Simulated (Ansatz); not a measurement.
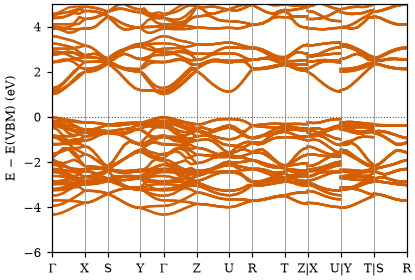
Figure: Band structure from PBE with spin–orbit coupling (plane waves, PAW; program Ansatz)

**Question.** Read off the gap and where the band edges lie.

**Answer.** About 1.0 eV (1.01 eV by a search for the band edges); maximum at Γ, minimum at Γ.

The material is BaZrS₃ in space group Pnma (No. 62; Ba on 4c, Zr on 4b, S on 4c, S on 8d).

The cell was relaxed with PBE under the symmetry of its start. No spin polarisation was allowed.

Potentials: the later of the program's two PAW sets.
